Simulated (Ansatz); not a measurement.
## Run report: CH3ClFNSiZn, nudged elastic band

CH3ClFNSiZn, computed with RKS PBE0-D4/def2-SVP (Ansatz 0.2.0).

One setting was made poor on purpose. It belongs to a series of runs on one base structure; here: band between the two ends. Figures and captions count atoms from 1; the log counts them from 0 in places.

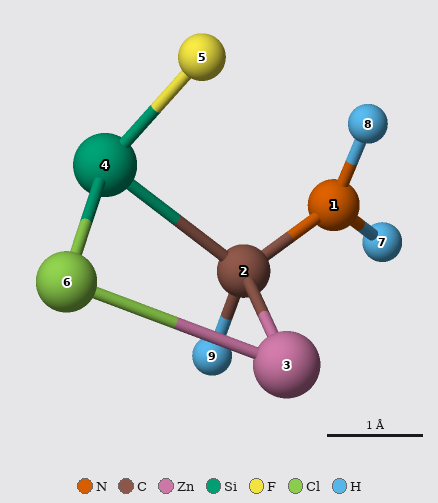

The structure as given in the input (ball-and-stick view, seen at a tilt; atoms are numbered from 1 in the order of the input). Sticks mark near contacts.

**Input**
```yaml
crystal:
  periodic: [false, false, false]
  atoms:
    - { symbol: "N", position_ang: [0.484444, -1.271186, -0.519637] }
    - { symbol: C, position_ang: [0.282606, -0.311229, 0.417668] }
    - { symbol: Zn, position_ang: [1.359383, 1.600609, 0.343901] }
    - { symbol: Si, position_ang: [-1.516347, 0.485403, 0.375929] }
    - { symbol: F, position_ang: [-1.507004, 0.738287, -1.269961] }
    - { symbol: Cl, position_ang: [-0.911803, 2.507248, 1.060231] }
    - { symbol: H, position_ang: [1.092548, -2.064486, -0.369646] }
    - { symbol: H, position_ang: [0.186018, -1.091875, -1.471657] }
    - { symbol: H, position_ang: [0.618655, -0.639172, 1.415972] }
basis:
  gaussian: { orbitals: def2-SVP }
hamiltonian:
  xc: pbe0
  dispersion: d4
neb:
  order_check: false
  images: 7
  f_tol: 0.5
  max_iterations: 60
  final_atoms:
    - { symbol: "N", position_ang: [0.48335386, -1.26335608, -0.52396054] }
    - { symbol: C, position_ang: [0.28600401, -0.31270627, 0.423206] }
    - { symbol: Zn, position_ang: [1.36800602, 1.60019675, 0.36147118] }
    - { symbol: Si, position_ang: [-1.51282399, 0.48383585, 0.38287454] }
    - { symbol: F, position_ang: [-1.50596882, 0.7181158, -1.26712207] }
    - { symbol: Cl, position_ang: [-0.91447916, 2.51472414, 1.04283871] }
    - { symbol: H, position_ang: [0.17244444, -1.07691146, -1.47066199] }
    - { symbol: H, position_ang: [1.08704466, -2.06196681, -0.38385965] }
    - { symbol: H, position_ang: [0.62491898, -0.64833292, 1.41801382] }
  initial_path:
    images:
      - { positions_ang: [[0.484444, -1.271186, -0.519637], [0.282606, -0.311229, 0.417668], [1.359383, 1.600609, 0.343901], [-1.516347, 0.485403, 0.375929], [-1.507004, 0.738287, -1.269961], [-0.911803, 2.507248, 1.060231], [1.092548, -2.064486, -0.369646], [0.186018, -1.091875, -1.471657], [0.618655, -0.639172, 1.415972]] }
      - { positions_ang: [[0.47612656, -1.34352849, -0.52094932], [0.32622485, -0.30408751, 0.36883813], [1.29443712, 1.63789036, 0.39751988], [-1.40247505, 0.53494026, 0.28533567], [-1.44234644, 0.86288122, -1.34727861], [-0.97283626, 2.45689278, 1.13177942], [1.15100972, -1.97153118, -0.52933368], [0.03230044, -1.32303497, -1.1998148], [0.62605906, -0.59682347, 1.39670331]] }
      - { positions_ang: [[0.46780912, -1.41587098, -0.52226164], [0.3698437, -0.29694602, 0.32000826], [1.22949123, 1.67517172, 0.45113875], [-1.2886031, 0.58447753, 0.19474235], [-1.37768888, 0.98747544, -1.42459623], [-1.03386952, 2.40653756, 1.20332784], [1.20947145, -1.87857635, -0.68902135], [-0.12141713, -1.55419495, -0.9279726], [0.63346313, -0.55447494, 1.37743462]] }
      - { positions_ang: [[0.45949168, -1.48821348, -0.52357397], [0.41346255, -0.28980453, 0.27117839], [1.16454535, 1.71245308, 0.50475763], [-1.17473115, 0.63401479, 0.10414902], [-1.31303132, 1.11206965, -1.50191384], [-1.09490278, 2.35618234, 1.27487626], [1.26793317, -1.78562153, -0.84870903], [-0.27513469, -1.78535492, -0.65613039], [0.64086719, -0.51212641, 1.35816593]] }
      - { positions_ang: [[0.45117424, -1.56055597, -0.52488629], [0.45708139, -0.28266304, 0.22234852], [1.09959947, 1.74973444, 0.55837651], [-1.0608592, 0.68355206, 0.01355569], [-1.24837375, 1.23666387, -1.57923146], [-1.15593604, 2.30582712, 1.34642469], [1.3263949, -1.6926667, -1.00839671], [-0.42885225, -2.0165149, -0.38428819], [0.64827125, -0.46977788, 1.33889724]] }
      - { positions_ang: [[0.45921914, -1.486256, -0.52465485], [0.41431205, -0.29017385, 0.27256289], [1.1667011, 1.71235002, 0.50915017], [-1.1738504, 0.633623, 0.10588541], [-1.31277252, 1.10702685, -1.50120411], [-1.09557182, 2.35805137, 1.27052819], [1.03790728, -1.53872789, -1.12396303], [-0.04987802, -2.02787788, -0.38418105], [0.64243318, -0.51441664, 1.35867639]] }
      - { positions_ang: [[0.46726405, -1.41195602, -0.52442342], [0.3715427, -0.29768466, 0.32277726], [1.23380274, 1.6749656, 0.45992384], [-1.28684159, 0.58369395, 0.19821512], [-1.37717129, 0.97738984, -1.42317676], [-1.0352076, 2.41027563, 1.1946317], [0.74941967, -1.38478908, -1.23952935], [0.32909621, -2.03924085, -0.38407392], [0.63659511, -0.5590554, 1.37845553]] }
      - { positions_ang: [[0.47530895, -1.33765605, -0.52419198], [0.32877336, -0.30519547, 0.37299163], [1.30090438, 1.63758117, 0.41069751], [-1.39983279, 0.5337649, 0.29054483], [-1.44157005, 0.84775282, -1.34514942], [-0.97484338, 2.46249989, 1.1187352], [0.46093205, -1.23085027, -1.35509567], [0.70807043, -2.05060383, -0.38396678], [0.63075705, -0.60369416, 1.39823468]] }
      - { positions_ang: [[0.48335386, -1.26335608, -0.52396054], [0.28600401, -0.31270627, 0.423206], [1.36800602, 1.60019675, 0.36147118], [-1.51282399, 0.48383585, 0.38287454], [-1.50596882, 0.7181158, -1.26712207], [-0.91447916, 2.51472414, 1.04283871], [0.17244444, -1.07691146, -1.47066199], [1.08704466, -2.06196681, -0.38385965], [0.62491898, -0.64833292, 1.41801382]] }
```

Launch command:
```bash
ansatz run input.yaml --threads 2 --pin off --max-ram 3072MiB --backend cpu --events-out ev --progress --plain --runs-dir out
```

**Output**
```
Engine: ansatz 0.2.0, x86_64-unknown-linux-gnu
Functional definition: PBE0
  parameter a = 0.25
  parameter kappa = 0.804
  parameter beta = 0.06672455060314922
  exchange = (1 - a)*pbe_x(kappa = kappa, mu = beta*pi^2/3) + a*exact_x
  correlation = pbe_c(beta = beta)
1287 factors; integrals over basis functions are off by at most 4.5e-4 eV
mean field evaluation 1: about -74065.0065 eV, gradient 6.9e1 eV
mean field evaluation 2: about -74026.5757 eV, gradient 1.3e2 eV
mean field evaluation 4: about -74076.6078 eV, gradient 1.4e1 eV
mean field evaluation 8: about -74077.0752 eV, gradient 3.6e-1 eV
mean field evaluation 16: about -74077.0755 eV, gradient 2.8e-4 eV
mean field -74077.07553188 eV, -2722.2823145513 hartree, gradient 2.5e-5 eV, S^2 0.000000; 0 other end points of the search recorded, 0 dependent functions left out
the calculation of the forces begins
reference -74077.07556609 eV, -2722.2823158085 hartree; 43, 43 occupied and 81, 81 virtual orbitals, 1287 factors
1287 factors; integrals over basis functions are off by at most 4.5e-4 eV
mean field evaluation 32: about -74077.0754 eV, gradient 6.8e-3 eV
mean field -74077.07536598 eV, -2722.2823084548 hartree, gradient 8.1e-5 eV, S^2 0.000000; 0 other end points of the search recorded, 0 dependent functions left out
[... from here on the field's lines of each further geometry are left out, up to the last ...]
NEB iter   1: max|band force component| = 5.601e1 eV/Å  barrier→ = 10.3529 eV  barrier← = 10.3528 eV  Δτ_max = 0.1991 Å  (291 SCF iters)
NEB iter   2: max|band force component| = 8.453e0 eV/Å  barrier→ = 1.4715 eV  barrier← = 1.4714 eV  Δτ_max = 0.2000 Å  (284 SCF iters)
NEB iter   3: max|band force component| = 3.854e0 eV/Å  barrier→ = 0.9386 eV  barrier← = 0.9385 eV  Δτ_max = 0.1649 Å  (238 SCF iters)
NEB iter   4: max|band force component| = 9.598e-1 eV/Å  barrier→ = 0.7660 eV  barrier← = 0.7659 eV  Δτ_max = 0.1677 Å  (236 SCF iters)
NEB iter   5: max|band force component| = 7.699e-1 eV/Å  barrier→ = 0.6931 eV  barrier← = 0.6930 eV  Δτ_max = 0.0984 Å  (240 SCF iters)
NEB iter   6: max|band force component| = 8.177e-1 eV/Å  barrier→ = 0.6452 eV  barrier← = 0.6451 eV  Δτ_max = 0.0380 Å  (241 SCF iters)
NEB iter   7: max|band force component| = 5.518e-1 eV/Å  barrier→ = 0.6296 eV  barrier← = 0.6295 eV  Δτ_max = 0.0495 Å  (249 SCF iters)
the calculation of the forces begins
reference -74077.05068216 eV, -2722.2814013411 hartree; 43, 43 occupied and 81, 81 virtual orbitals, 1287 factors
1287 factors; integrals over basis functions are off by at most 6.8e-4 eV
mean field -74076.45449359 eV, -2722.2594918151 hartree, gradient 1.2e-5 eV, S^2 0.000000; 1 other end points of the search recorded, 0 dependent functions left out
the calculation of the forces begins
reference -74076.45452928 eV, -2722.2594931267 hartree; 43, 43 occupied and 81, 81 virtual orbitals, 1287 factors
NEB iter   8: max|band force component| = 1.323e-1 eV/Å  barrier→ = 0.6211 eV  barrier← = 0.6210 eV  CI = image 4  Δτ_max = 0.0000 Å  (472 SCF iters)
```

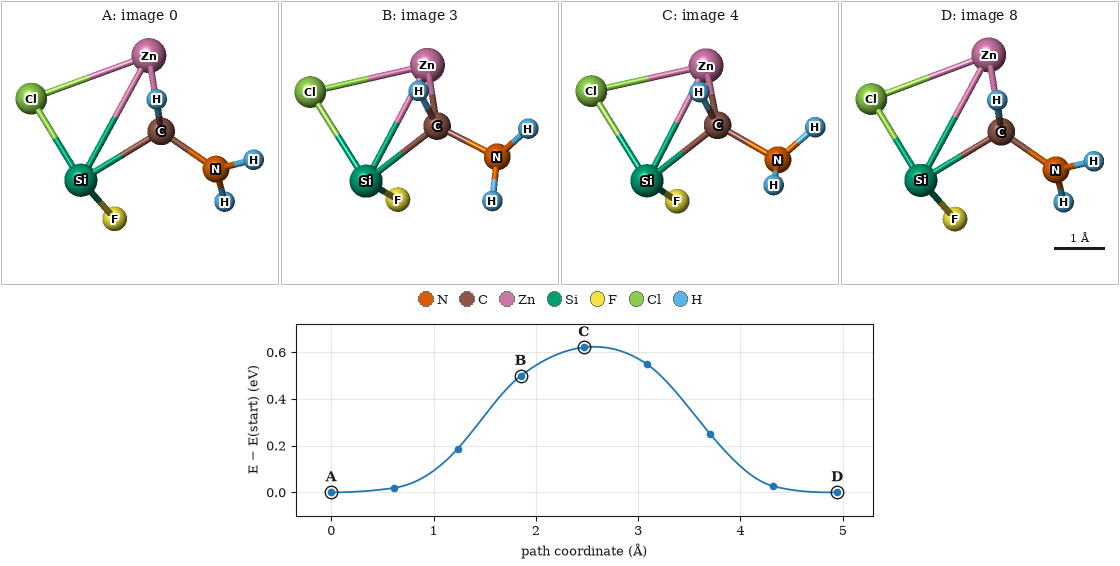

Images of the last band (counted from 0; ball-and-stick, seen at a tilt) above the energy along the path; the line is a cubic interpolation that uses the forces. The highest image is number 4, 0.621 eV above the start and 0.621 eV above the end (the climbing image); start and end have the same energy. The path is 4.94 Å long. The band converged in 8 iterations.

```
Total energy: -74076.71057230 eV, -2722.2689025343 hartree
Atom 0 at     0.478807    -1.316512    -0.702276 Å, force     0.050530     0.050043     0.079699 eV/Å
Atom 1 at     0.221892    -0.275454     0.261135 Å, force     0.051102     0.024122     0.045826 eV/Å
Atom 2 at     1.137809     1.521540     0.202563 Å, force    -0.077527    -0.049876    -0.043496 eV/Å
Atom 3 at    -1.500500     0.577527     0.067772 Å, force    -0.049950    -0.068026    -0.032034 eV/Å
Atom 4 at    -1.248851     1.362282    -1.373982 Å, force     0.039380     0.022197     0.016301 eV/Å
Atom 5 at    -0.797797     2.383803     1.316794 Å, force     0.025757     0.041528     0.029101 eV/Å
Atom 6 at     1.456932    -1.599029    -0.665087 Å, force    -0.047692    -0.045647    -0.011271 eV/Å
Atom 7 at    -0.056115    -2.151159    -0.456904 Å, force     0.004660     0.012435    -0.043288 eV/Å
Atom 8 at     0.396323    -0.549398     1.332784 Å, force     0.003740     0.013223    -0.040837 eV/Å
Dipole moment:     0.840189    -0.214201     0.246204 e Å
this run last wrote the band of iteration 8 to [file]
```

**The last band as extended XYZ (Å, eV, eV/Å)**
```
9
Properties=species:S:1:pos:R:3:forces:R:3 image=0 energy=-74077.33161
N     0.4844   -1.2712   -0.5196   -0.0005  -0.0071  -0.0031
C     0.2826   -0.3112    0.4177   -0.0100   0.0091  -0.0011
Zn    1.3594    1.6006    0.3439    0.0046   0.0033   0.0001
Si   -1.5163    0.4854    0.3759    0.0018  -0.0110   0.0131
F    -1.5070    0.7383   -1.2700    0.0028   0.0026  -0.0106
Cl   -0.9118    2.5072    1.0602    0.0008   0.0021  -0.0008
H     1.0925   -2.0645   -0.3696    0.0018  -0.0018  -0.0023
H     0.1860   -1.0919   -1.4717   -0.0008   0.0020   0.0008
H     0.6187   -0.6392    1.4160   -0.0007   0.0009   0.0039
9
Properties=species:S:1:pos:R:3:forces:R:3 image=1 energy=-74077.31216
N     0.4909   -1.3707   -0.4766    0.0079   0.0228   0.0405
C     0.2472   -0.3127    0.3413   -0.0034  -0.0106  -0.0070
Zn    1.2427    1.6194    0.1114    0.0146  -0.0018  -0.0014
Si   -1.5389    0.5013    0.2926   -0.0012   0.0000  -0.0032
F    -1.4442    1.0600   -1.2740   -0.0236  -0.0349   0.0177
Cl   -0.8975    2.3639    1.3135    0.0050   0.0162  -0.0109
H     1.1835   -2.0706   -0.2474   -0.0252  -0.0250  -0.0021
H     0.2158   -1.3204   -1.4495    0.0271   0.0400  -0.0403
H     0.5890   -0.5166    1.3714   -0.0012  -0.0068   0.0068
9
Properties=species:S:1:pos:R:3:forces:R:3 image=2 energy=-74077.14545
N     0.5343   -1.3930   -0.4728   -0.0800  -0.0310   0.1967
C     0.2498   -0.2976    0.2842    0.0088  -0.0538   0.0772
Zn    1.1631    1.6408    0.0521    0.0330   0.0618  -0.1465
Si   -1.5329    0.5170    0.1897   -0.0368   0.0029   0.0648
F    -1.3231    1.2844   -1.2799   -0.0214  -0.0714   0.0171
Cl   -0.8968    2.2739    1.4193   -0.0320  -0.0235   0.0324
H     1.3347   -1.9760   -0.2870   -0.0173  -0.2006   0.1562
H    -0.0490   -1.6707   -1.2454    0.0728   0.2314  -0.3932
H     0.6084   -0.4250    1.3227    0.0729   0.0843  -0.0048
9
Properties=species:S:1:pos:R:3:forces:R:3 image=3 energy=-74076.83291
N     0.5822   -1.2962   -0.6578    0.0539  -0.1270   0.0355
C     0.2656   -0.2660    0.2509    0.0551   0.0447   0.0547
Zn    1.1306    1.5978    0.1234   -0.0399   0.0185  -0.0856
Si   -1.5019    0.5271    0.1333   -0.0435  -0.0667   0.0382
F    -1.3060    1.3238   -1.3156    0.0082   0.0011  -0.0035
Cl   -0.8492    2.3210    1.3786   -0.0146  -0.0107   0.0372
H     1.4121   -1.8256   -0.4134   -0.0236  -0.0845   0.1554
H    -0.1764   -1.9524   -0.8293   -0.0672   0.1706  -0.2064
H     0.5317   -0.4760    1.3128    0.0716   0.0539  -0.0256
9
Properties=species:S:1:pos:R:3:forces:R:3 image=4 energy=-74076.71054
N     0.4788   -1.3165   -0.7023    0.0505   0.0500   0.0797
C     0.2219   -0.2755    0.2611    0.0511   0.0241   0.0458
Zn    1.1378    1.5215    0.2026   -0.0775  -0.0499  -0.0435
Si   -1.5005    0.5775    0.0678   -0.0500  -0.0680  -0.0320
F    -1.2489    1.3623   -1.3740    0.0394   0.0222   0.0163
Cl   -0.7978    2.3838    1.3168    0.0258   0.0415   0.0291
H     1.4569   -1.5990   -0.6651   -0.0477  -0.0456  -0.0113
H    -0.0561   -2.1512   -0.4569    0.0047   0.0124  -0.0433
H     0.3963   -0.5494    1.3328    0.0037   0.0132  -0.0408
9
Properties=species:S:1:pos:R:3:forces:R:3 image=5 energy=-74076.78232
N     0.4150   -1.3660   -0.6328    0.0539  -0.1145   0.0723
C     0.2114   -0.2832    0.2735   -0.0406   0.0495   0.0661
Zn    1.1628    1.5056    0.2269    0.0051  -0.0581   0.0295
Si   -1.5226    0.5770    0.1107   -0.0158  -0.0231  -0.0355
F    -1.3575    1.3079   -1.3647    0.0409   0.0193  -0.0302
Cl   -0.7905    2.4058    1.2882    0.0317   0.0405   0.0042
H     1.3307   -1.3707   -1.0694   -0.1324   0.0840  -0.1825
H     0.2764   -2.2754   -0.1980    0.1363   0.0479   0.0867
H     0.3627   -0.5472    1.3485   -0.0791  -0.0454  -0.0106
9
Properties=species:S:1:pos:R:3:forces:R:3 image=6 energy=-74077.08109
N     0.5006   -1.3916   -0.5115    0.0059   0.0173   0.1734
C     0.2192   -0.2990    0.2795   -0.0536   0.0910   0.1343
Zn    1.2492    1.5339    0.2223    0.0905  -0.0420   0.0798
Si   -1.5419    0.5743    0.1732    0.0161   0.0376  -0.0616
F    -1.4720    1.2468   -1.3357    0.0398  -0.0057  -0.0577
Cl   -0.8256    2.3878    1.2848   -0.0055  -0.0126  -0.0118
H     0.9488   -1.2635   -1.4032   -0.2837  -0.0040  -0.3193
H     0.6519   -2.2910   -0.0809    0.3198  -0.0522   0.0568
H     0.3584   -0.5441    1.3543   -0.1293  -0.0294   0.0061
9
Properties=species:S:1:pos:R:3:forces:R:3 image=7 energy=-74077.30524
N     0.5255   -1.3524   -0.4956   -0.0251   0.0512   0.0678
C     0.2353   -0.3095    0.3261   -0.0080   0.0315   0.0292
Zn    1.3217    1.5789    0.2598    0.0338   0.0003   0.0184
Si   -1.5360    0.5365    0.2430   -0.0160   0.0033   0.0054
F    -1.4936    1.0815   -1.3212    0.0411  -0.0237  -0.0314
Cl   -0.8818    2.3985    1.2530   -0.0088  -0.0004  -0.0039
H     0.4387   -1.2473   -1.4976   -0.0849  -0.0365  -0.0233
H     1.0116   -2.1725   -0.1625    0.0871  -0.0100  -0.0619
H     0.4671   -0.5601    1.3777   -0.0191  -0.0156  -0.0002
9
Properties=species:S:1:pos:R:3:forces:R:3 image=8 energy=-74077.33150
N     0.4834   -1.2634   -0.5240    0.0051  -0.0088   0.0139
C     0.2860   -0.3127    0.4232   -0.0069   0.0135  -0.0016
Zn    1.3680    1.6002    0.3615   -0.0010   0.0027  -0.0030
Si   -1.5128    0.4838    0.3829   -0.0074  -0.0029  -0.0068
F    -1.5060    0.7181   -1.2671    0.0022  -0.0005   0.0086
Cl   -0.9145    2.5147    1.0428    0.0081  -0.0048   0.0010
H     0.1724   -1.0769   -1.4707    0.0035   0.0012  -0.0034
H     1.0870   -2.0620   -0.3839   -0.0023   0.0029  -0.0039
H     0.6249   -0.6483    1.4180   -0.0014  -0.0031  -0.0048
```

**Key numbers**

```csv
quantity,value
outcome,converged
"barrier, forward",0.621 eV
"barrier, backward",0.621 eV
hardware,"2 threads of Intel Xeon (Granite Rapids), 16 GiB of memory available, shared host"
wall time,2.9 min (CPU time 5.6 min)
peak memory,0.36 GiB
```

A deliberately poor setting: loose force. The order of the saddle point was not checked.
